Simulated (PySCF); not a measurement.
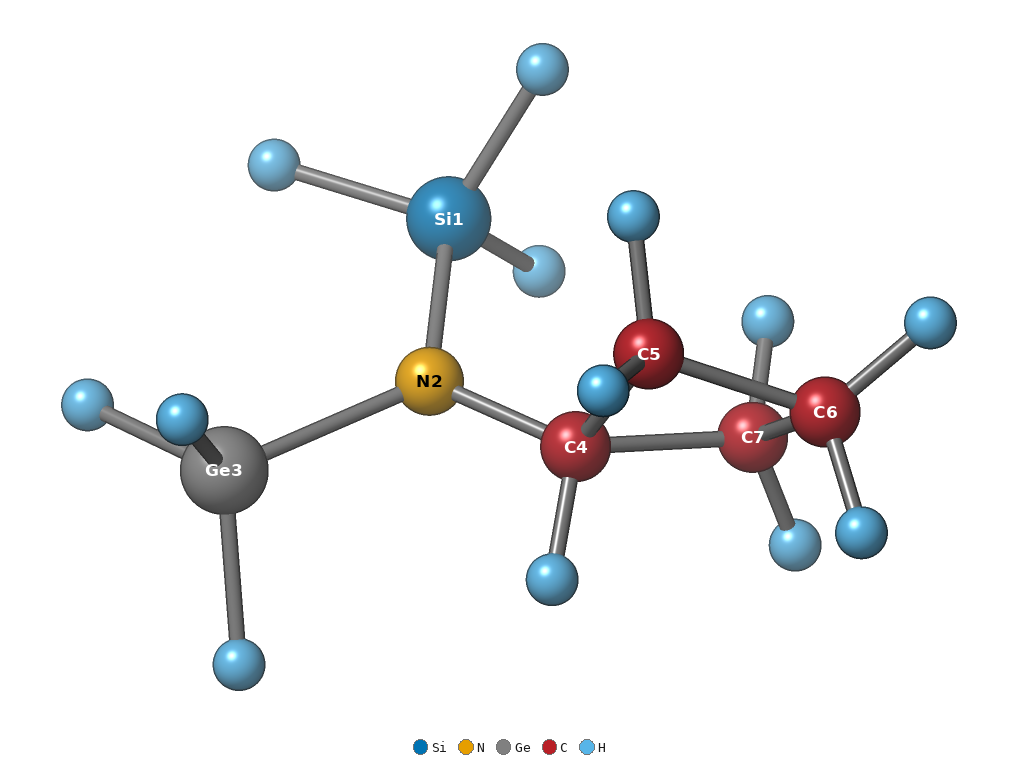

Atoms fade into the background with distance from the viewer. Computed geometry: PBE0-D3(BJ)/def2-SVP optimisation. No frequency run is at hand to confirm it as a minimum.

Question: What is the conformation of the ring C4–C5–C6–C7?

Answer: It is puckered (butterfly). The Cremer–Pople amplitude Q is 0.28 Å.

Question: Give the torsion angles round the ring, beginning with the bond from its second to its third atom.

Answer: 21°, −21°, 21°, −21°.
